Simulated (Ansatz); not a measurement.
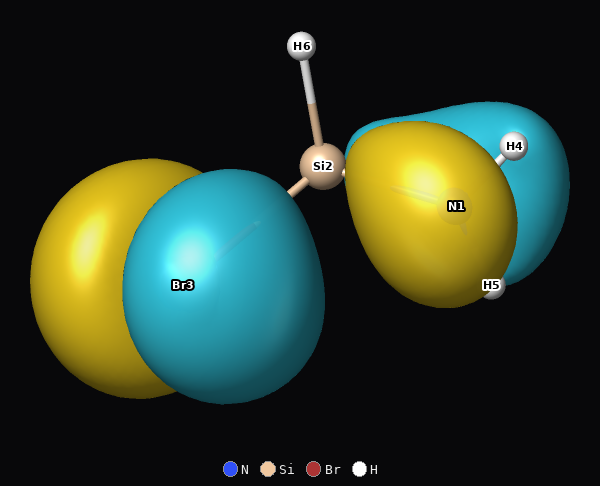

*BrH3NSi (SMILES N[SiH]Br) (doublet). The HOMO−1 (α) at ±0.08 Å⁻³ᐟ² (yellow and cyan are the two phases), seen across its widest extent.*

Geometry: PBE0-D4/def2-TZVP.

The calculation used UKS PBE0-D4/def2-TZVPP in Ansatz 0.2.0.

Input file:

```
crystal:
  periodic: [false, false, false]
  atoms:
    - {symbol: N, position_ang: [-0.583959, 0.286031, -0.638991]}
    - {symbol: Si, position_ang: [0.074956, -0.383988, 0.783044]}
    - {symbol: Br, position_ang: [1.810322, -1.718778, 0.298619]}
    - {symbol: H, position_ang: [-0.872465, 1.249429, -0.683473]}
    - {symbol: H, position_ang: [-0.953205, -0.270261, -1.391453]}
    - {symbol: H, position_ang: [0.566451, 0.773566, 1.586054]}
basis:
  gaussian: {orbitals: def2-TZVPP}
magnetization: {spin_polarized: true, initial_magnetization: 1}
hamiltonian: {xc: pbe0, dispersion: d4}
output: {orbitals: {seedname: orbitals}}
```

Command:

```sh
ansatz run in.yaml --threads 2 --pin off --events-out ev --progress --plain --max-ram 31744MiB --backend cpu
```

> Where does this orbital lie, and at what energy?

Its weight (Hirshfeld) is mainly on Br3 (about 60 %) and N1 (about 25 %). Its energy is −8.22 eV.
